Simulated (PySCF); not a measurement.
HNaO, SMILES [Na][OH] at its CAM-B3LYP/def2-SVP optimised geometry (Å):

```
3

Na     1.4283     0.0035     0.0000
O     -0.4699     0.0035     0.0000
H     -1.4283    -0.0035     0.0101
```

Method: CAM-B3LYP/def2-TZVP run with PySCF 2.14.0. Cells within 0.4 Å of a nucleus heavier than hydrogen are left out (blank, or x).

Map of the electron localisation function on the plane z = 0.0 Å:

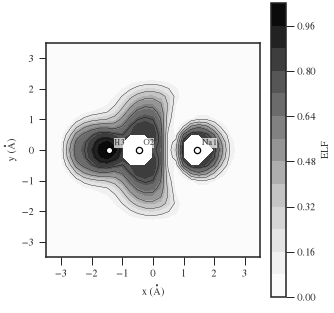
Fig. 1. Electron localisation function on the plane z = 0.0 Å.
